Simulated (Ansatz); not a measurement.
Al2Cu: pressure series

Take Al2Cu (space group I4/mcm, No. 140; a = 6.059 Å, c = 4.874 Å) as the base.

Cell and atoms are relaxed at each pressure.

Computed with Ansatz (a quantum-chemistry and plane-wave program) PBE, no spin-orbit coupling, earlier PAW set.

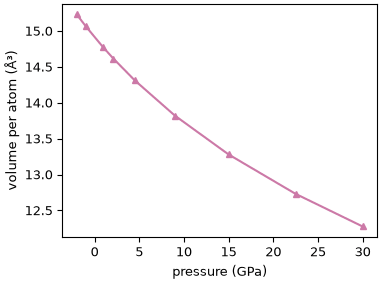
Volume against pressure

Problem. Estimate the zero-pressure bulk modulus from the plot.

Solution. About 100 GPa; a third-order Birch–Murnaghan fit to the points gives V₀ = 14.91 Å³/atom, B₀ = 100 GPa and B₀′ = 4.5.

Load acts through the strain it causes; cell and atoms are relaxed under it. Stability against distortions was not tested. Competing high-pressure phases were not computed. The final runs are not spin-polarised.
